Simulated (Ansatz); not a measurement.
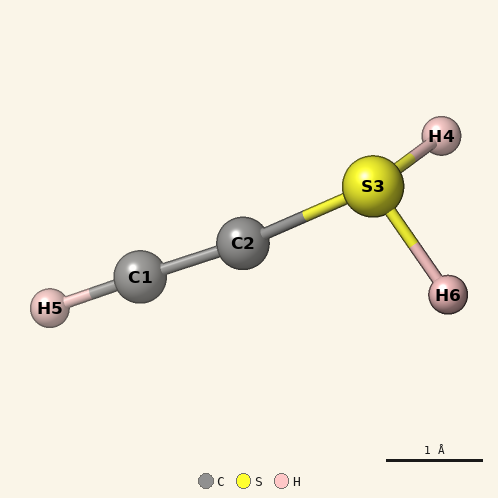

Orthographic view. Atoms fade into the background with distance from the viewer. State: charge +1, singlet. Computed geometry: PBE-D4/def2-SVP optimisation. No frequency run is at hand to confirm it as a minimum.

List all interatomic distances (Å) as a matrix.

```
atom    C1    C2    S3    H4    H5    H6
  C1  0.00                              
  C2  1.22  0.00                        
  S3  2.90  1.69  0.00                  
  H4  3.50  2.38  1.38  0.00            
  H5  1.09  2.31  3.99  4.53  0.00      
  H6  3.50  2.38  1.38  2.02  4.53  0.00
```
